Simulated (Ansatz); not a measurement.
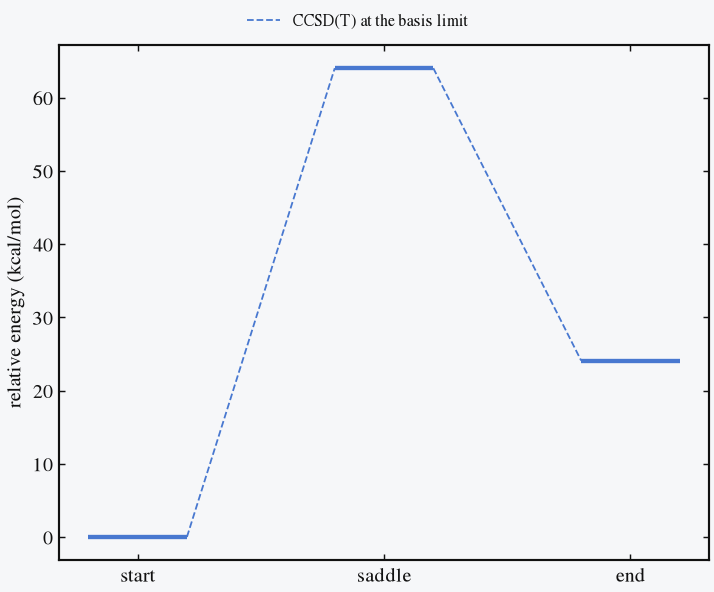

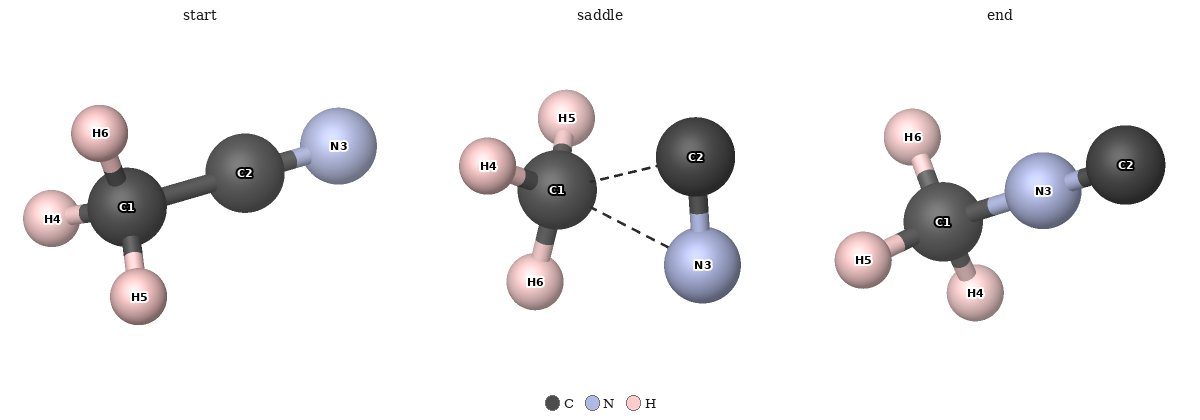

One elementary step of C₂H₃N: start, first-order saddle point (changing pairs dashed) and end. Electronic energies at PBE0-D4/def2-TZVP geometries, energies in def2-TZVPP, the Ansatz code; cores frozen in correlated methods, no zero-point terms. Start and end are the structures at the ends of the path (complexes, where there are several molecules). The limit is the MP2 basis limit plus CCSD(T) less MP2 in triple zeta. Lines between the levels only guide the eye.

In the step C1–N3 (2.60 → 1.81 → 1.41 Å) forms; C1–C2 (1.45 → 1.75 → 2.57 Å) breaks (lengths at start, saddle and end; changes of bond order aren't listed).

Give the barriers and step energies (kcal/mol).

```tsv
level	barrier	reverse barrier	step energy
CCSD(T) at the basis limit	64.0	39.9	24.1
```
